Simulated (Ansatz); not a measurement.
C$_{3}$H$_{4}$FN: several calculations on one system

**1. Relaxation**

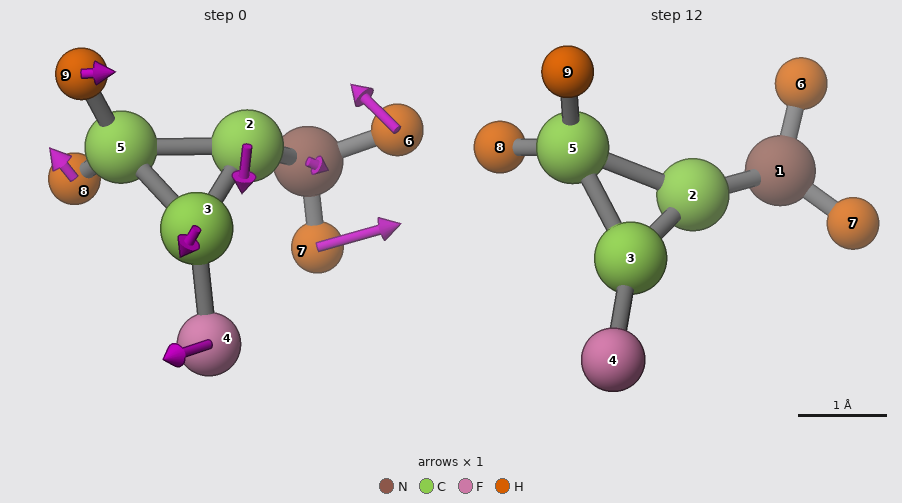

The structure of C$_{3}$H$_{4}$FN before (left) and after (right) a relaxation, at one scale. The purple arrows give the displacements, at their true length.

Style: ball-and-stick. Shown at a tilt.

The run prepares an end point of a later path (inversion) calculation, from a guessed geometry.

Method: RKS LDA/6-31G* (Ansatz 0.2.0).

Input
```yaml
crystal:
  periodic: [false, false, false]
  atoms:
    - { symbol: "N", position_ang: [-0.9771, 0.8934, -0.2853] }
    - { symbol: C, position_ang: [0.094, 0.4859, 0.341] }
    - { symbol: C, position_ang: [1.0949, -0.1962, -0.1768] }
    - { symbol: F, position_ang: [1.2209, -0.478, -1.4808] }
    - { symbol: C, position_ang: [0.3083, -0.8572, 0.8046] }
    - { symbol: H, position_ang: [-1.0699, 1.9715, -0.2569] }
    - { symbol: H, position_ang: [-0.9842, 0.6711, -1.2781] }
    - { symbol: H, position_ang: [-0.3237, -1.6016, 0.4614] }
    - { symbol: H, position_ang: [0.7254, -0.9353, 1.8539] }
basis:
  gaussian: { orbitals: "6-31G*" }
hamiltonian:
  xc: lda
relax:
  f_tol: 0.015
  max_steps: 40
```

Command:
```bash
ansatz run input.yaml --threads 1 --pin off --max-ram 2048MiB --backend cpu --events-out ev --progress --plain --runs-dir out
```

Question: Summarise the run.

Answer: The largest move after the best rigid fit is that of H7, 1.02 Å. By element the largest moves are H 1.02 Å, F 0.82 Å, C 0.65 Å, N 0.29 Å. Near-neighbour distances that change, for instance: C2–C5 1.437 → 1.527 Å, C5–H8 1.035 → 1.112 Å, N1–H6 1.082 → 1.023 Å, C3–C5 1.421 → 1.476 Å. Bond angles that change, for instance: N1–C2–C3 126.6° → 156.8°, C2–C3–F4 124.3° → 149.0°, N1–C2–C5 124.7° → 139.8°. Over 10 accepted moves (12 points after the start) the energy falls by 171.3 kJ/mol. Largest force component: 4.9 eV/Å at the start, 0.014 eV/Å at the end. The line search rejected the trial steps at points 6, 9 of the run. Cost: 24 s on 1 thread of Arm Neoverse V1, with other jobs on the host, peak memory 0.15 GiB.

**2. Relaxation**

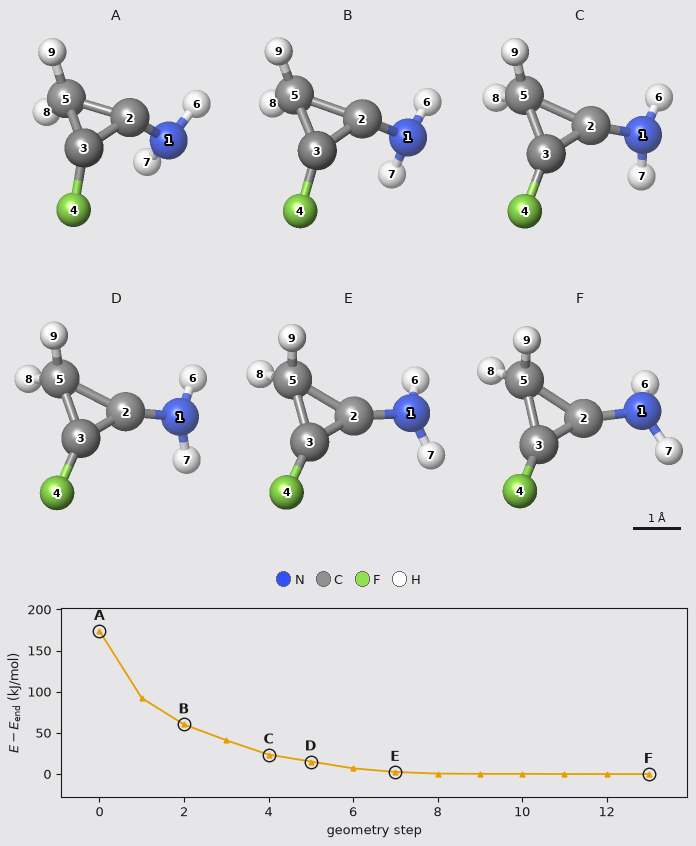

Frames of a relaxation of C$_{3}$H$_{4}$FN, marked on the history of the run. The picture is a ball-and-stick view, seen at a tilt.

The run prepares an end point of a later path (inversion) calculation, from a guessed geometry.

The calculation used RKS LDA/6-31G* (Ansatz). Settings: no spin polarisation; force threshold 0.015 eV/Å; at most 40 steps.

> What happens along the run?

The atom that moves furthest after the best rigid fit is H7 (1.38 Å). By element the largest moves are H 1.38 Å, C 0.67 Å, F 0.62 Å, N 0.36 Å. Among the contacts that change: C2–C5 1.437 → 1.527 Å, C5–H8 1.035 → 1.111 Å, N1–H6 1.082 → 1.023 Å, C3–C5 1.421 → 1.475 Å. Among the angles between lasting bonds that change: N1–C2–C3 126.6° → 156.9°, C2–C3–F4 124.3° → 149.1°, N1–C2–C5 124.7° → 139.8°. Over 13 geometry steps the energy falls by 173.8 kJ/mol. Largest force component: 5 eV/Å at the start, 0.013 eV/Å at the end. From step 0 to 2: H7 moves most (0.40 Å), energy −113.6 kJ/mol. From step 2 to 4: H7 moves most (0.38 Å), energy −36.6 kJ/mol. From step 4 to 5: H7 moves most (0.20 Å), energy −8.39 kJ/mol. From step 5 to 7: H7 moves most (0.36 Å), energy −12.7 kJ/mol. From step 7 to 13: H7 moves most (0.22 Å), energy −2.54 kJ/mol.

**3. Path**

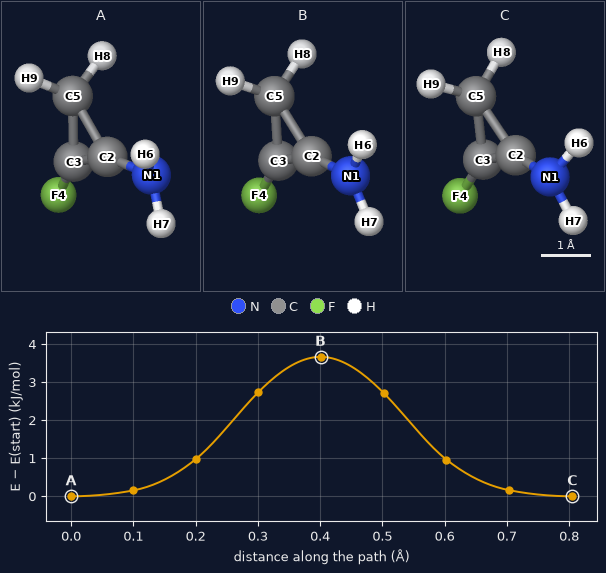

NEB run on C3H4FN. Images are numbered from 0 (start) to 8 (end). Frames A to C are images 0, 4, 8. Style: ball-and-stick. Shown from a free direction.

These are results of RKS LDA/6-31G* in Ansatz, not measurements.

The input:
```yaml
crystal:
  periodic: [false, false, false]
  atoms:
    - { symbol: "N", position_ang: [-1.067682, 1.085571, -0.49869] }
    - { symbol: C, position_ang: [-0.064483, 0.211923, -0.224615] }
    - { symbol: C, position_ang: [0.972433, -0.535822, -0.471476] }
    - { symbol: F, position_ang: [1.878436, -0.967289, -1.330217] }
    - { symbol: C, position_ang: [0.310367, -0.847362, 0.809839] }
    - { symbol: H, position_ang: [-1.442485, 1.586905, 0.309856] }
    - { symbol: H, position_ang: [-0.917982, 1.695238, -1.305654] }
    - { symbol: H, position_ang: [-0.339184, -1.743142, 0.918611] }
    - { symbol: H, position_ang: [0.75918, -0.532422, 1.775345] }
basis:
  gaussian: { orbitals: "6-31G*" }
hamiltonian:
  xc: lda
neb:
  order_check: false
  images: 7
  f_tol: 0.05
  max_iterations: 60
  initial_path: idpp
  final_atoms:
    - { symbol: "N", position_ang: [-0.81750723, 1.33922449, -0.33154937] }
    - { symbol: C, position_ang: [-0.05995211, 0.21653736, -0.22208051] }
    - { symbol: C, position_ang: [0.88206998, -0.62739176, -0.53165709] }
    - { symbol: F, position_ang: [1.86693101, -0.97980828, -1.33768114] }
    - { symbol: C, position_ang: [0.31714776, -0.83923833, 0.81464227] }
    - { symbol: H, position_ang: [-1.73722899, 1.28766982, 0.11268526] }
    - { symbol: H, position_ang: [-0.85441681, 1.76042291, -1.26255955] }
    - { symbol: H, position_ang: [-0.37908379, -1.68074471, 1.01559671] }
    - { symbol: H, position_ang: [0.87064018, -0.52307151, 1.72560242] }
```

Run as
```bash
ansatz run input.yaml --threads 1 --pin off --max-ram 2048MiB --backend cpu --events-out ev --progress --plain --runs-dir out
```

> What happens along the path, and what is the barrier?

The motion is an umbrella inversion at N1. No bond forms or breaks between the ends. Among the angles between lasting bonds that change up to the highest image: H6–N1–H7 112.7° → 118.4°, C2–N1–H7 115.8° → 121.4°. The two ends have the same energy, and the highest point, image 4, lies 3.67 kJ/mol above the start. The band converged in 6 iterations. The largest component of the band force went from 0.56 to 0.032 eV/Å. The climbing image converged on the top of the path. Its vibrational analysis gives one imaginary mode (413i cm⁻¹), as a transition state must have.

Cost: 74 s on 1 thread of Arm Neoverse V1 (shared host), peak memory 0.15 GiB.
